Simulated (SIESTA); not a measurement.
**How far to go with the cutoff of the real-space grid: CuAgO2 (Pmm2, 4 atoms in the cell)**

```yaml
crystal:
  lattice:
    - [2.80799, 0.00000, 0.00000]
    - [0.00000, 3.34383, 0.00000]
    - [0.00000, 0.00000, 5.38797]
  atoms:
    - { symbol: Cu, position: [0.50000, 0.50000, 0.50928] }
    - { symbol: Ag, position: [0.00000, 0.00000, 0.00000] }
    - { symbol: O, position: [0.00000, 0.50000, 0.27085] }
    - { symbol: O, position: [0.00000, 0.50000, 0.72915] }
```

Method: LDA PW92, numerical atomic orbitals TZP, PseudoDojo LDA standard norm-conserving potentials (rewritten from UPF to PSML) (SIESTA).

Base settings: XC.functional = LDA; XC.authors = PW92; potentials = PseudoDojo LDA standard; PAO.BasisSize = TZP; PAO.EnergyShift = 0.01 Ry; MeshCutoff = 300 Ry; kgrid.MonkhorstPack = 4 4 2; OccupationFunction = FD; ElectronicTemperature = 1160.45 K; MaxSCFIterations = 150.

The second cell is the first with its lattice scaled by 0.98.

The mesh stays at the base's, so the ladder's end is converged at best in this setting alone.

Only quantities that move along the ladder and can be compared are tabulated.

The starting cell comes from a database of computed structures (which also holds hypothetical and non-ambient phases and stackings), without a prior relaxation at this level. Its lattice was rescaled by up to half a per cent. One atom was moved a little off its site on purpose. Spin polarisation is off, so a magnetic state, if there is one, cannot be reached. Values carry the incompleteness of an atom-centred basis. In the base run, with a pressure of about -9 GPa the cell is away from its equilibrium volume at this level. In the base run, forces exceed 1 eV/Å. The run gives no clean gap (levels at the Fermi energy touch, overlap or are partly filled at this smearing), which alone does not show that the compound is a metal. Without a gap this mesh is coarse (it stands for a supercell whose shortest vector is 11 Å).

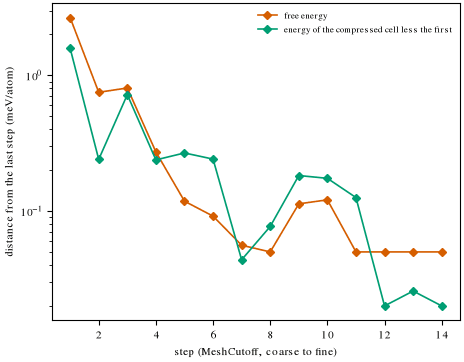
Distance from the last step along the ladder; very small values are drawn at a floor.

| MeshCutoff | free energy less the last step's (meV/atom) | energy of the compressed cell less the first (meV/atom) | pressure (GPa) | largest difference of a force vector from the last step's (eV/Å) |
|---|---|---|---|---|
| 105 Ry (114 Ry used) | -2.66 | -16.30 | -8.06 | 0.046 |
| 120 Ry (123 Ry used) | 0.75 | -18.12 | -8.35 | 0.052 |
| 135 Ry (140 Ry used) | 0.81 | -18.60 | -8.40 | 0.026 |
| 150 Ry (152 Ry used) | -0.27 | -17.64 | -8.63 | 0.021 |
| 180 Ry (202 Ry used) | 0.12 | -18.15 | -8.46 | 0.013 |
| 210 Ry (219 Ry used) | 0.09 | -18.12 | -8.50 | 0.007 |
| 240 Ry (253 Ry used) | 0.06 | -17.92 | -8.47 | 0.013 |
| 270 Ry (278 Ry used) | -0.01 | -17.96 | -8.52 | 0.025 |
| 300 Ry (315 Ry used) | 0.11 | -18.06 | -8.55 | 0.002 |
| 330 Ry (343 Ry used) | 0.12 | -18.05 | -8.48 | 0.005 |
| 360 Ry (390 Ry used) | 0.04 | -18.00 | -8.41 | 0.011 |
| 450 Ry (454 Ry used) | 0.00 | -17.86 | -8.55 | 0.004 |
| 525 Ry (561 Ry used) | 0.04 | -17.90 | -8.53 | 0.004 |
| 600 Ry (609 Ry used) | 0.04 | -17.89 | -8.53 | 0.014 |
| 720 Ry (721 Ry used) | 0.00 | -17.88 | -8.55 | 0.000 |

Coarsest MeshCutoff that holds the forces within 0.01 eV/Å: not settled: the last two steps still differ by 0.014 eV/Å, over half the tolerance, so the ladder does not show it.

Coarsest MeshCutoff that holds the free energy within 0.5 meV/atom of the last step, with all finer ones: 150 Ry (152 Ry used); the step before is off by 0.81 meV/atom.

Coarsest MeshCutoff that holds the pressure within 0.05 GPa of the last step, with all finer ones: 450 Ry (454 Ry used); the step before is off by 0.14 GPa.

Left out of this page: 2 runs of the series outside the window shown, repeating another row's setting, or not comparable.
